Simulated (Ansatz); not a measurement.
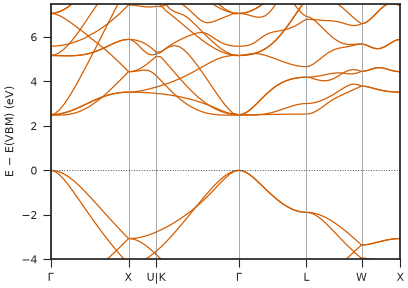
Fig. 1. Band structure from DFT-r²SCAN in the program Ansatz with PAW potentials

Question: Read off the gap and where the band edges lie.

Answer: About 2.5 eV (2.48 eV by a search for the band edges); maximum at Γ, minimum on the K–Γ line, 89 % of the way from K.

Question: Which compound is it?
(A) HfC, zinc blende
(B) Si3N4, Fd-3m (Si on 16c, Si on 8b, N on 32e)
(C) C, Fd-3m (C on 32e)
(D) BAs, zinc blende

Answer: C, C, Fd-3m (C on 32e)

The start of the workflow was typed in or built on a structure type. Its sites differ from those of the usual phase in this space group: another stacking or structure type. The r²SCAN relaxation kept the symmetry of its start; whether a distortion lowers the energy is not shown.

Potentials: the earlier of the program's two PAW sets.
